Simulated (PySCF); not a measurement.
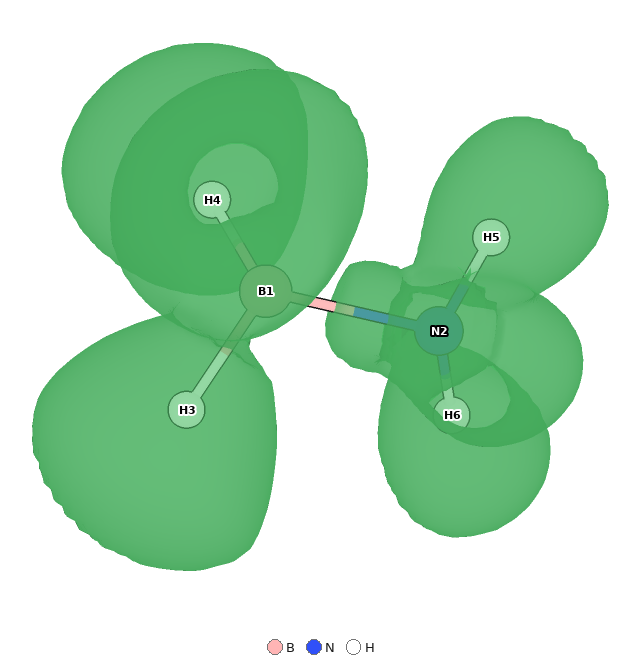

The picture shows: BH4N (SMILES [BH2-]N) (charge −1, doublet). Isosurface of the ELF at 0.75 (green), seen at a tilt. Only the valence region is drawn (cores and ρ < 0.01 e/Å³ removed).

Geometry: GFN2-xTB.

Level of theory: PySCF 2.14.0, density-fitted response routines, UKS B3LYP, pcH-1 on B H N, non-relativistic, mean-field spin-orbit, GIAO.

```xyz
6

B    -0.7408    0.0947    0.3271
N     0.8247   -0.0628    0.3337
H    -1.3005   -1.0169    0.2141
H    -1.1570    0.8938   -0.5721
H     1.2375    0.8279    0.0545
H     1.1392   -0.7347   -0.3789
```

What do the ELF domains correspond to?

Answer. The ELF exceeds this value in one joined region spread over several atoms (B, H), in which their bonds and any lone pairs are merged and one joined region spread over several atoms (H, N), in which their bonds and any lone pairs are merged. Along the contacts the grid gives the following. B–N (1.57 Å): the ELF peaks at about 0.95 between the atoms; a shared but strongly polarised pair. N–H (1.02 Å): the ELF climbs to about 1 towards the hydrogen, as it does in any bond to H; a covalent bond by its length.
